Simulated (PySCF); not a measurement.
# C₃H₇BOSi: electronic excitations and core binding energies

Wanted: the electronic excitations and core binding energies of C₃H₇BOSi (`B[C@@H](C#C)[SiH2]O`), by calculation.

Computed with PySCF 2.14.0, with density-fitted response routines of our own, on a single molecule in the gas phase. Atoms are numbered from 0 throughout.

## Step 1: The starting structure

13 atoms, charge 0, multiplicity 1; geometry from: GFN2-xTB.

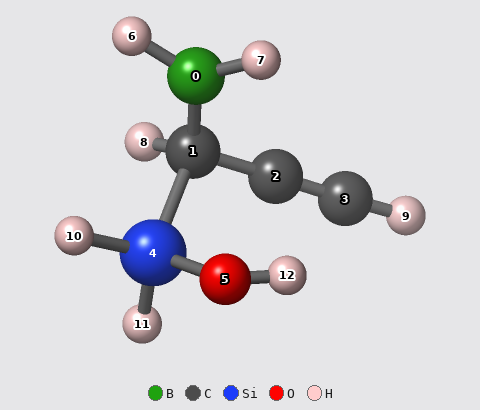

The starting geometry (boron green, carbon dark grey, silicon blue, oxygen red, hydrogen pink), atoms numbered; sticks join atoms by distance.

## Step 2: Excited states and response: B3LYP/def2-SVPD

Job settings and geometry (Å):

```
{"job": {"kind": "uv", "xc": "B3LYP", "basis": "def2-SVPD", "nstates": 8, "ntriplets": 3}, "charge": 0, "multiplicity": 1}
B     -0.123455     1.739955     0.365243
C      0.187585     0.571227    -0.597220
C      1.385370    -0.181436    -0.327198
C      2.363836    -0.825301    -0.070612
Si    -1.290617    -0.663491    -0.340964
O     -1.277760    -1.255785     1.167199
H     -0.833222     2.600948     0.011381
H      0.312598     1.750813     1.452003
H      0.168178     0.845479    -1.653457
H      3.246754    -1.355282     0.128534
H     -2.595829    -0.027808    -0.439012
H     -1.089619    -1.732086    -1.323054
H     -0.458208    -1.466748     1.609430
```

Level: TDDFT B3LYP/def2-SVPD, vertical, gas phase, core orbitals frozen in the response.

On the command line:

```
> OMP_NUM_THREADS=1 python probes_run.py task.json out
```

The driver reads the jobs from task.json and runs them one after another.

The log of the run:

```text
coarse grid: 11400 points
cycle   1  E = -507.6190699213  dE =  6.016e-01  |g| = 7.927e-01  |ddm| = 1.066e+01
cycle   2  E = -507.4064537632  dE =  2.126e-01  |g| = 1.307e+00  |ddm| = 3.078e+00
cycle   3  E = -507.7442528529  dE = -3.378e-01  |g| = 1.438e-01  |ddm| = 1.374e+00
cycle   4  E = -507.7485790768  dE = -4.326e-03  |g| = 5.283e-02  |ddm| = 3.055e-01
cycle   5  E = -507.7491097902  dE = -5.307e-04  |g| = 3.171e-02  |ddm| = 1.120e-01
cycle   6  E = -507.7493493212  dE = -2.395e-04  |g| = 7.169e-03  |ddm| = 4.841e-02
cycle   7  E = -507.7493633521  dE = -1.403e-05  |g| = 1.018e-03  |ddm| = 1.646e-02
cycle   8  E = -507.7493636129  dE = -2.607e-07  |g| = 2.754e-04  |ddm| = 2.627e-03
final grid: 105576 points
cycle   9  E = -507.8335085907  dE = -3.254e-05  |g| = 3.134e-03  |ddm| = 1.487e-01
cycle  10  E = -507.8335069187  dE =  1.672e-06  |g| = 4.101e-03  |ddm| = 1.374e-02
cycle  11  E = -507.8335111801  dE = -4.261e-06  |g| = 1.170e-03  |ddm| = 6.443e-03
cycle  12  E = -507.8335115055  dE = -3.254e-07  |g| = 2.429e-04  |ddm| = 1.768e-03
cycle  13  E = -507.8335115190  dE = -1.349e-08  |g| = 9.959e-05  |ddm| = 4.912e-04
cycle  14  E = -507.8335115211  dE = -2.112e-09  |g| = 2.907e-05  |ddm| = 1.571e-04
cycle  15  E = -507.8335115213  dE = -1.660e-10  |g| = 6.322e-06  |ddm| = 4.394e-05
converged SCF energy = -507.8335115213

Static polarisability (au): isotropic 77.748, principal 63.954 75.095 94.193

Singlet excitations
state   eV       nm        f      main configurations
  1   4.5456    272.8   0.01676   H->L 0.96
  2   5.0739    244.4   0.01638   H-1->L 0.95
  3   5.9214    209.4   0.01269   H-2->L 0.71, H-3->L 0.27
  4   6.2998    196.8   0.02892   H->L+1 0.30, H-3->L 0.18, H->L+2 0.17
  5   6.3126    196.4   0.00876   H-3->L 0.47, H->L+1 0.27, H-2->L 0.20
  6   6.3491    195.3   0.00233   H->L+1 0.36, H->L+2 0.27, H->L+3 0.20
  7   6.6350    186.9   0.00321   H-1->L+1 0.25, H->L+2 0.21, H-1->L+3 0.20
  8   6.7075    184.8   0.02491   H-1->L+1 0.43, H->L+3 0.25, H-1->L+4 0.12

Triplet excitations (Tamm-Dancoff, eV): 4.2046 4.8474 5.3673
```

It took 41 s on 1 thread of Arm Neoverse N1, shared host; peak memory 0.67 GiB.

The orbitals next to the gap, with their largest atomic shares:

```csv
orbital,eV,atoms
HOMO−3,-9.48,"B0 36 %, H7 20 %, H6 17 %"
HOMO−2,-8.76,"O5 36 %, Si4 19 %, H11 18 %"
HOMO−1,-7.78,"C3 40 %, C2 38 %, C1 9 %"
HOMO,-7.29,"C3 34 %, C2 29 %, C1 14 %"
LUMO,-1.82,"B0 48 %, C1 14 %, Si4 10 %"
LUMO+1,-0.08,"Si4 22 %, O5 21 %, H12 11 %"
LUMO+2,0.35,"Si4 17 %, B0 16 %, H8 16 %"
```

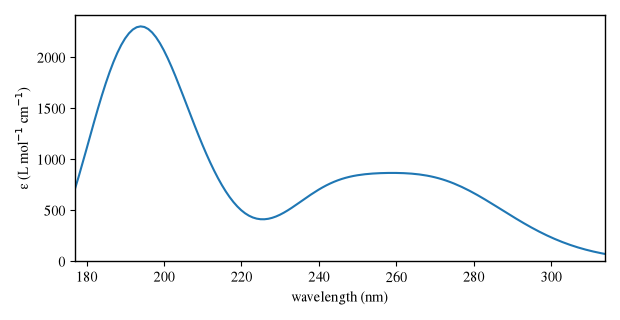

Absorption spectrum: each of the 8 states is a Gaussian band of 0.4 eV half-width at 1/e. Beyond the last state computed it falls off for lack of states.

Further results of this job:

```csv
property,computed
dipole moment (D),0.95
polarisability (Å³),11.52
HOMO–LUMO gap (eV),5.47
−ε(HOMO) (eV),7.29
```

## Step 3: Core holes by ΔSCF: SCAN, X2C

Same as in step 2 but for these lines:

```diff
@@ -1,2 +1,2 @@
-{"job": {"kind": "uv", "xc": "B3LYP", "basis": "def2-SVPD", "nstates": 8, "ntriplets": 3}, "charge": 0, "multiplicity": 1}
+{"job": {"kind": "xps"}, "charge": 0, "multiplicity": 1}
 B     -0.123455     1.739955     0.365243
```

Method: delta-SCF UKS SCAN, pcX-2 on the ionised atom, pcseg-1 elsewhere, spin-free X2C.

The log of the run:

```text
ground state, core basis on atom 0 (B), 154 functions
  cycle   1  E = -508.40426478  |g| = 7.80e-01
  cycle   2  E = -508.17812696  |g| = 1.32e+00
  cycle   3  E = -508.52958947  |g| = 1.85e-01
  cycle   4  E = -508.53729236  |g| = 5.19e-02
  cycle   5  E = -508.53766888  |g| = 4.00e-02
  cycle   6  E = -508.53803794  |g| = 1.33e-02
  cycle   7  E = -508.53808969  |g| = 1.99e-03
  cycle   8  E = -508.53809183  |g| = 6.25e-04
  cycle   9  E = -508.53809165  |g| = 1.58e-04
  E(ground) = -508.57900440 Eh
hole in B 1s of atom 0
  cycle   1  E = -500.92194681  |g| = 1.16e+00
  cycle   2  E = -499.04158424  |g| = 1.95e+00
  cycle   3  E = -501.08959320  |g| = 6.06e-01
  cycle   4  E = -501.26942514  |g| = 3.47e-01
  cycle   5  E = -501.31698120  |g| = 2.45e-01
  cycle   6  E = -501.34939896  |g| = 4.80e-02
  cycle   7  E = -501.35087066  |g| = 5.43e-02
  cycle   8  E = -501.35239750  |g| = 3.65e-02
  cycle   9  E = -501.35342030  |g| = 2.43e-02
  cycle  10  E = -501.35391328  |g| = 5.40e-03
  cycle  11  E = -501.35392751  |g| = 5.45e-03
  cycle  12  E = -501.35394375  |g| = 2.23e-03
  cycle  13  E = -501.35395126  |g| = 1.21e-03
  cycle  14  E = -501.35395458  |g| = 5.72e-04
  cycle  15  E = -501.35395507  |g| = 3.88e-04
  E(ion) = -501.39432870 Eh   <S^2> = 1.1988   hole on atom = 1.000   binding energy = 195.505 eV
ground state, core basis on atom 1 (C), 154 functions
  cycle   1  E = -508.54763008  |g| = 5.74e-02
  cycle   2  E = -508.54759708  |g| = 1.88e-02
  cycle   3  E = -508.54748947  |g| = 2.76e-02
  cycle   4  E = -508.54766334  |g| = 9.42e-03
  cycle   5  E = -508.54768831  |g| = 6.30e-04
  cycle   6  E = -508.54768896  |g| = 1.56e-04
  E(ground) = -508.58763643 Eh
hole in C 1s of atom 1
  cycle   1  E = -497.28487870  |g| = 1.52e+00
  cycle   2  E = -496.26135575  |g| = 2.00e+00
  cycle   3  E = -497.61805307  |g| = 6.93e-01
  cycle   4  E = -497.72917812  |g| = 4.99e-01
  cycle   5  E = -497.85903822  |g| = 9.44e-02
  cycle   6  E = -497.86196984  |g| = 4.88e-02
  cycle   7  E = -497.86286114  |g| = 1.31e-02
  cycle   8  E = -497.86293699  |g| = 5.23e-03
  cycle   9  E = -497.86296123  |g| = 1.87e-03
  cycle  10  E = -497.86296921  |g| = 1.29e-03
  cycle  11  E = -497.86297488  |g| = 8.10e-04
  cycle  12  E = -497.86297899  |g| = 4.92e-04
  E(ion) = -497.90162889 Eh   <S^2> = 0.7688   hole on atom = 1.000   binding energy = 290.781 eV
ground state, core basis on atom 2 (C), 154 functions
  cycle   1  E = -508.55111748  |g| = 5.84e-02
  cycle   2  E = -508.55085442  |g| = 3.75e-02
  cycle   3  E = -508.55050634  |g| = 5.22e-02
  cycle   4  E = -508.55118397  |g| = 9.93e-03
  cycle   5  E = -508.55121114  |g| = 6.47e-04
  cycle   6  E = -508.55121136  |g| = 3.11e-04
  E(ground) = -508.59162337 Eh
hole in C 1s of atom 2
  cycle   1  E = -497.29546675  |g| = 1.51e+00
  cycle   2  E = -495.76554717  |g| = 2.16e+00
  cycle   3  E = -497.69552638  |g| = 6.06e-01
  cycle   4  E = -497.81456356  |g| = 3.60e-01
  cycle   5  E = -497.85812442  |g| = 1.19e-01
  cycle   6  E = -497.86449877  |g| = 4.69e-02
  cycle   7  E = -497.86561518  |g| = 3.03e-02
  cycle   8  E = -497.86637998  |g| = 1.29e-02
  cycle   9  E = -497.86683534  |g| = 7.46e-03
  cycle  10  E = -497.86705134  |g| = 4.38e-03
  cycle  11  E = -497.86707133  |g| = 2.18e-03
  cycle  12  E = -497.86707917  |g| = 1.42e-03
  cycle  13  E = -497.86708210  |g| = 5.31e-04
  cycle  14  E = -497.86708335  |g| = 3.18e-04
  E(ion) = -497.90637423 Eh   <S^2> = 0.8500   hole on atom = 1.000   binding energy = 290.760 eV
ground state, core basis on atom 3 (C), 154 functions
  cycle   1  E = -508.55047654  |g| = 6.47e-02
  cycle   2  E = -508.54872612  |g| = 8.88e-02
  cycle   3  E = -508.55023001  |g| = 4.51e-02
  cycle   4  E = -508.55075237  |g| = 7.58e-03
  cycle   5  E = -508.55076562  |g| = 9.45e-04
  cycle   6  E = -508.55076579  |g| = 3.54e-04
  E(ground) = -508.59116125 Eh
hole in C 1s of atom 3
  cycle   1  E = -497.31536099  |g| = 1.51e+00
  cycle   2  E = -494.55643007  |g| = 2.36e+00
  cycle   3  E = -497.56544119  |g| = 7.85e-01
  cycle   4  E = -497.76645496  |g| = 5.37e-01
  cycle   5  E = -497.86118843  |g| = 2.64e-01
  cycle   6  E = -497.89323949  |g| = 6.04e-02
  cycle   7  E = -497.89532994  |g| = 1.99e-02
  cycle   8  E = -497.89558933  |g| = 1.14e-02
  cycle   9  E = -497.89571654  |g| = 6.61e-03
  cycle  10  E = -497.89579671  |g| = 4.39e-03
  cycle  11  E = -497.89583201  |g| = 1.33e-03
  cycle  12  E = -497.89583502  |g| = 4.34e-04
  E(ion) = -497.93512923 Eh   <S^2> = 0.8141   hole on atom = 1.000   binding energy = 289.965 eV
ground state, core basis on atom 4 (Si), 165 functions
  cycle   1  E = -508.64896035  |g| = 2.89e-01
  cycle   2  E = -508.64861120  |g| = 6.42e-02
  cycle   3  E = -508.64599668  |g| = 1.14e-01
  cycle   4  E = -508.64916899  |g| = 3.04e-02
  cycle   5  E = -508.64938768  |g| = 3.53e-03
  cycle   6  E = -508.64939311  |g| = 8.32e-04
  cycle   7  E = -508.64939145  |g| = 1.97e-04
  E(ground) = -508.64814136 Eh
hole in Si 1s of atom 4
  cycle   1  E = -439.69451009  |g| = 4.35e+00
  cycle   2  E = -438.28083062  |g| = 2.62e+00
  cycle   3  E = -433.82923535  |g| = 2.74e+00
  cycle   4  E = -440.58242220  |g| = 5.87e-01
  cycle   5  E = -440.60497928  |g| = 5.92e-01
  cycle   6  E = -440.73570509  |g| = 1.71e-01
  cycle   7  E = -440.74748818  |g| = 8.01e-02
  cycle   8  E = -440.75039604  |g| = 3.34e-02
  cycle   9  E = -440.75091670  |g| = 7.56e-03
  cycle  10  E = -440.75094330  |g| = 2.78e-03
  cycle  11  E = -440.75094794  |g| = 7.30e-04
  cycle  12  E = -440.75094890  |g| = 2.27e-04
  E(ion) = -440.75692876 Eh   <S^2> = 0.7523   hole on atom = 1.000   binding energy = 1847.414 eV
hole in Si 2p of atom 4
  cycle   1  E = -504.35488079  |g| = 1.24e+00
  cycle   2  E = -503.54357331  |g| = 1.52e+00
  cycle   3  E = -504.47621900  |g| = 5.55e-01
  cycle   4  E = -504.63835534  |g| = 2.73e-01
  cycle   5  E = -504.65157690  |g| = 2.20e-01
  cycle   6  E = -504.67775924  |g| = 2.45e-02
  cycle   7  E = -504.67807941  |g| = 7.35e-03
  cycle   8  E = -504.67810696  |g| = 3.20e-03
  cycle   9  E = -504.67811060  |g| = 1.84e-03
  cycle  10  E = -504.67811176  |g| = 4.26e-04
  E(ion) = -504.68722820 Eh   <S^2> = 0.7519   hole on atom = 1.003   binding energy = 107.782 eV
  2p3/2 = 107.539 eV   2p1/2 = 108.164 eV
ground state, core basis on atom 5 (O), 154 functions
  cycle   1  E = -508.57837286  |g| = 9.92e-02
  cycle   2  E = -508.57788746  |g| = 6.66e-02
  cycle   3  E = -508.57812677  |g| = 5.70e-02
  cycle   4  E = -508.57867441  |g| = 1.03e-02
  cycle   5  E = -508.57869831  |g| = 4.07e-03
  cycle   6  E = -508.57870352  |g| = 4.37e-04
  E(ground) = -508.61612316 Eh
hole in O 1s of atom 5
  cycle   1  E = -487.96736291  |g| = 2.22e+00
  cycle   2  E = -486.02810151  |g| = 2.50e+00
  cycle   3  E = -488.48662446  |g| = 7.23e-01
  cycle   4  E = -488.72322845  |g| = 2.96e-01
  cycle   5  E = -488.74235350  |g| = 2.53e-01
  cycle   6  E = -488.77237641  |g| = 1.05e-01
  cycle   7  E = -488.77816425  |g| = 1.15e-02
  cycle   8  E = -488.77824694  |g| = 3.12e-03
  cycle   9  E = -488.77825110  |g| = 1.66e-03
  cycle  10  E = -488.77825307  |g| = 5.61e-04
  cycle  11  E = -488.77825302  |g| = 1.68e-04
  E(ion) = -488.81694256 Eh   <S^2> = 0.7611   hole on atom = 1.000   binding energy = 538.763 eV
```

Run time: 2.3 min. Hardware: 1 thread of Arm Neoverse N1, shared host; peak memory 0.6 GiB.

Binding energies by hole, beside the orbital energy of the ground state; the difference holds orbital relaxation and, for a density functional, its self-interaction error:

```
       hole  stands for                            environment  ΔSCF (eV; 2p as the shell's mean)  −ε (eV)   ⟨S²⟩
  B1s on B0          B0                 boron bonded to C, 2 H                  195.50 (doubtful)    180.3  1.199
  C1s on C1          C1  propargylic sp3 CH bonded to B and Si                             290.78    274.1  0.769
  C1s on C2          C2                          alkyne carbon                             290.76    273.9  0.850
  C1s on C3          C3                 terminal alkyne carbon                             289.97    273.4  0.814
Si1s on Si4         Si4            silicon bonded to C, O, 2 H                            1847.41   1794.2  0.752
Si2p on Si4         Si4            silicon bonded to C, O, 2 H                             107.75     96.9  0.752
  O1s on O5          O5                 oxygen bonded to Si, H                             538.76    516.9  0.761
```

Doubtful: the ion did not converge, its hole moved, or its ⟨S²⟩ is well above 0.75.

With the spin-orbit splitting: Si4 2p3/2 107.54, 2p1/2 108.16 eV. The table gives each 2p level as the mean over the whole 2p shell (two parts 2p3/2, one part 2p1/2), which differs a little from the single hole in the log.

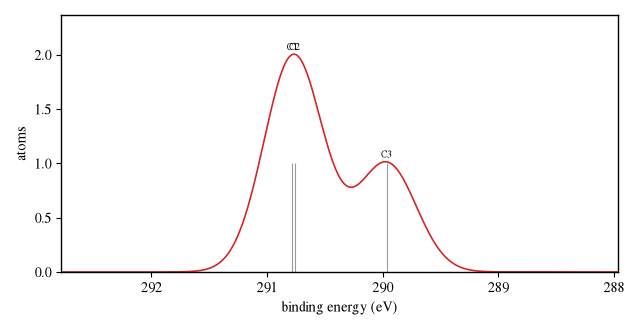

The C1s photoelectron lines, weighted by the number of atoms. Lines are broadened to a width of 0.60 eV (Gaussian).

## Step 4: Results

```
                                quantity                               value
        lowest singlet (B3LYP/def2-SVPD)         4.55 eV (273 nm), f = 0.017
brightest single state of those computed         state 4, 6.30 eV, f = 0.029
                          lowest triplet                             4.20 eV
        C1s binding energies, SCAN/pcX-2  C1 290.78, C2 290.76, C3 289.97 eV
       Si1s binding energies, SCAN/pcX-2                      Si4 1847.41 eV
       Si2p binding energies, SCAN/pcX-2                       Si4 107.75 eV
        O1s binding energies, SCAN/pcX-2                        O5 538.76 eV
```

What this shows: The lowest singlet, at 4.55 eV, is HOMO→LUMO 0.96 and is weak; of the 8 states computed, the strongest absorption comes from states 4 to 5 together at 6.30 eV. The lowest triplet lies 0.34 eV below the lowest singlet (triplets in Tamm-Dancoff, singlets in full TDDFT). The C1s levels kept as sound span 0.82 eV, from C3 (terminal alkyne carbon) up to C1 (propargylic sp3 CH bonded to B and Si).
